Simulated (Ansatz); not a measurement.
SnNH$_{3}$S$_{2}$: single-point calculation

SnNH$_{3}$S$_{2}$, SMILES [NH2][SnH]1[S][S]1, computed with RKS PBE0-D4/def2-TZVPP (Ansatz 0.2.0).

The geometry comes from this level: PBE0-D4/def2-TZVP.

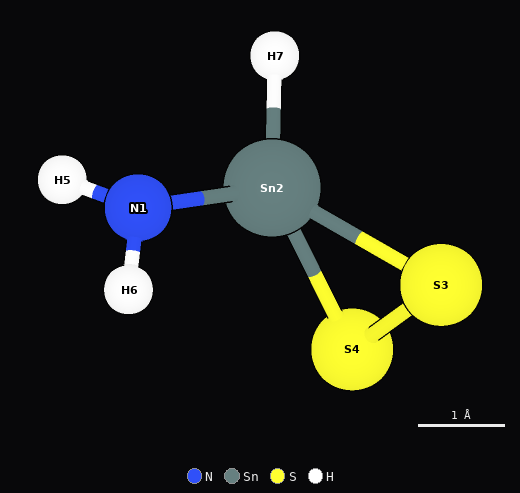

Fig. 1: The input geometry (ball-and-stick view, seen at a tilt; atoms are numbered from 1 in the order of the input). Sticks mark near contacts.

Results in brief:

```csv
quantity,value
outcome,converged
total energy,−29034.2308 eV
mean-field energy,−29034.0449 eV
dispersion energy,−0.1859 eV
SCF solution under orbital rotations,stable
HOMO,−6.03 eV
LUMO,−1.46 eV
hardware,"2 threads of Arm Neoverse V2, 23 GiB of memory available, shared host"
wall time,3.6 s (CPU time 6.9 s)
peak memory,0.53 GiB
```

Input file:
```yaml
crystal:
  periodic: [false, false, false]
  atoms:
    - {symbol: N, position_ang: [-0.858945, 1.180397, 0.033223]}
    - {symbol: Sn, position_ang: [0.658780, -0.125863, 0.009562]}
    - {symbol: S, position_ang: [0.436948, -1.947328, 1.490239]}
    - {symbol: S, position_ang: [0.292321, -2.381578, -0.639346]}
    - {symbol: H, position_ang: [-0.847304, 1.845798, -0.729004]}
    - {symbol: H, position_ang: [-1.763738, 0.727185, 0.057854]}
    - {symbol: H, position_ang: [2.143137, 0.633389, -0.268328]}
basis:
  gaussian: {orbitals: def2-TZVPP}
hamiltonian: {xc: pbe0, dispersion: d4}
output: {orbitals: {seedname: orbitals}}
```

Command:
```bash
ansatz run in.yaml --threads 2 --pin off --events-out ev --progress --plain --max-ram 4352MiB
```

What the program printed:
```
Functional definition: PBE0
  name "PBE0"
  cite "Adamo & Barone, J. Chem. Phys. 110, 6158 (1999) doi:10.1063/1.478522"
  cite "Perdew, Burke & Ernzerhof, Phys. Rev. Lett. 77, 3865 (1996) doi:10.1103/PhysRevLett.77.3865"
  parent pbe
  parameter a = 0.25
  parameter kappa = 0.804
  parameter beta = 0.06672455060314922
  exchange = (1 - a)*pbe_x(kappa = kappa, mu = beta*pi^2/3) + a*exact_x
  correlation = pbe_c(beta = beta)
1423 factors; their error is unknown
mean field evaluation 1: about -29026.6977 eV, gradient 6.1e1 eV
mean field evaluation 2: about -29003.9574 eV, gradient 1.1e2 eV
mean field evaluation 4: about -29033.7358 eV, gradient 9.4e0 eV
mean field evaluation 8: about -29033.9530 eV, gradient 9.8e-2 eV
mean field evaluation 16: about -29034.0449 eV, gradient 6.1e-5 eV
mean field -29034.04488626 eV, -1066.9814695875 hartree, gradient 6.1e-5 eV, S^2 0.000000; 0 other end points of the search recorded, 0 dependent functions left out
reference -29034.04491753 eV, -1066.9814707368 hartree; 32, 32 occupied and 175, 175 virtual orbitals, 1423 factors
Total energy: -29034.23080357 eV, -1066.9883019228 hartree
```

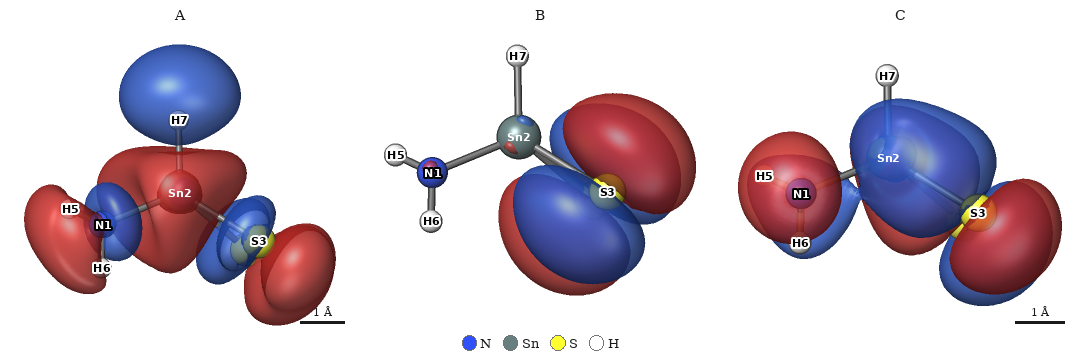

Fig. 2: Three frontier orbitals at ±0.06 Å⁻³ᐟ² (red and blue are the two phases). C is the HOMO−1 (−7.33 eV). It lies mainly on S4 (35 %), S3 (25 %), N1 (20 %) and Sn2 (15 %); π-antibonding (π*) across S4–S3. B is the HOMO (−6.03 eV). It lies mainly on S4 (50 %) and S3 (45 %); π-antibonding (π*) across S4–S3. A is the LUMO (−1.46 eV). By Hirshfeld shares it lies mainly on Sn2 (40 %), S4 (20 %), H7 (15 %), N1 (10 %) and S3 (10 %). The HOMO–LUMO gap is 4.57 eV between the orbital energies.

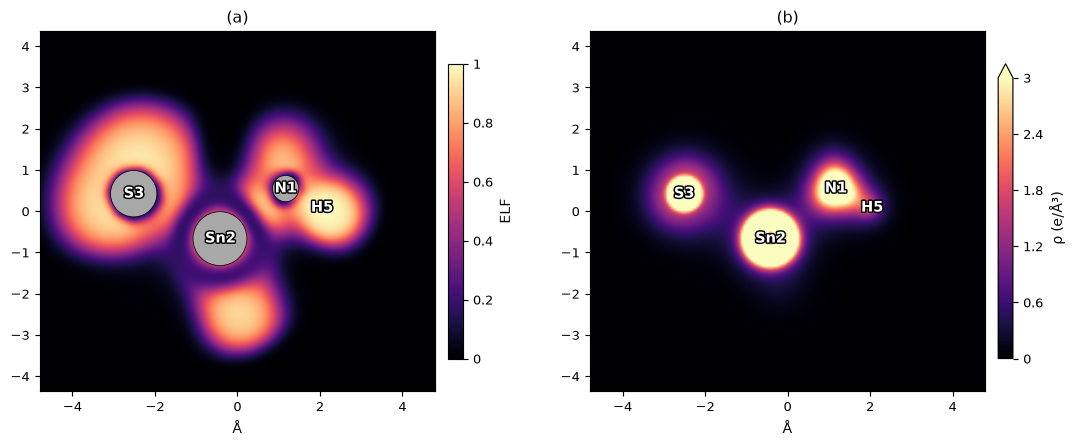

Fig. 3: (a) electron localisation function; (b) electron density on the plane of atoms N1, Sn2 and S3. Grey discs, where drawn, cover atomic cores. The section cuts through N, Sn, S and H sites.

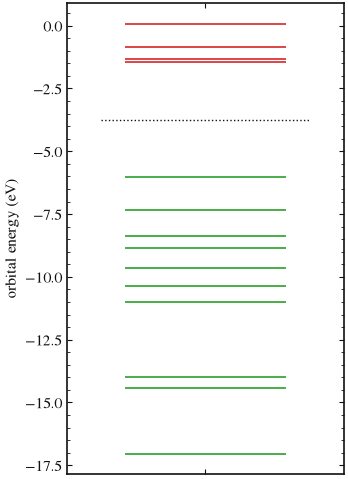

Fig. 4: Orbital energies near the frontier; the dotted line parts filled from empty levels, and levels within 0.02 eV of each other stand side by side. Highest filled −6.03 eV, lowest empty −1.46 eV, 4.57 eV apart.
